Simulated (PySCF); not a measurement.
System: H₉P₃Si₂.

The calculation's input:

```
{"job": {"kind": "uv", "xc": "wB97X-D", "basis": "def2-SVPD", "nstates": 8, "ntriplets": 3}, "charge": 0, "multiplicity": 1}
Si     2.648580    -0.222127     0.562177
P      0.969593     1.000633    -0.292469
P     -0.529890    -0.560831    -0.332596
Si    -2.149718     0.639018    -1.348259
P     -1.229098    -0.316348     1.694801
H      3.847769     0.593593     0.365905
H      2.359034    -0.410112     1.989798
H      2.788462    -1.528939    -0.089028
H      1.316970     0.793854    -1.618489
H     -3.354721    -0.191574    -1.260888
H     -2.348950     1.934615    -0.694439
H     -1.696194     0.799417    -2.731923
H     -2.251502    -1.244121     1.520965
H     -0.371014    -1.287550     2.212278
```

Command:

```sh
OMP_NUM_THREADS=1 python probes_run.py task.json out
```

Geometry: GFN2-xTB.

These are results of PySCF, wB97X-D/def2-SVPD, SCF density, gas phase, not measurements.

Q: What will maps of the electron density and electron localisation function show?

A: P–P (2.17 Å): the density is about 0.84 e/Å³ at the midpoint; the ELF peaks at about 0.95 between the atoms; localised, covalent bonding.
Si–P (2.25 Å): ρ at the midpoint is about 0.74 e/Å³; the ELF peaks at about 0.95 between the atoms: localised, covalent bonding.

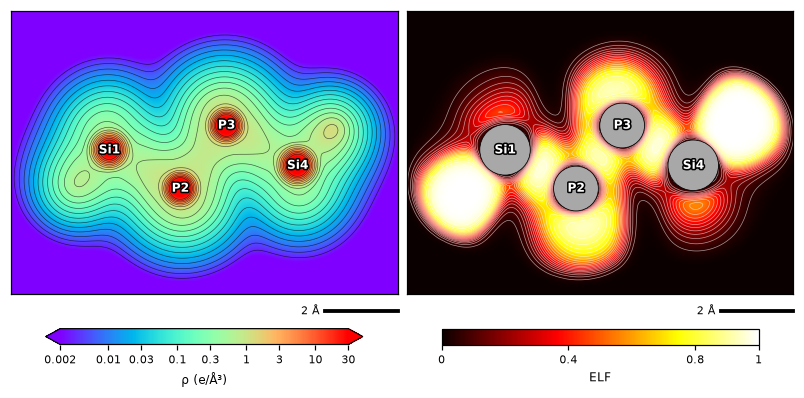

Computed electron density and electron localisation function on the plane of atoms P2, P3 and Si4, in this order. Grey discs cover the atomic cores in the ELF map. 
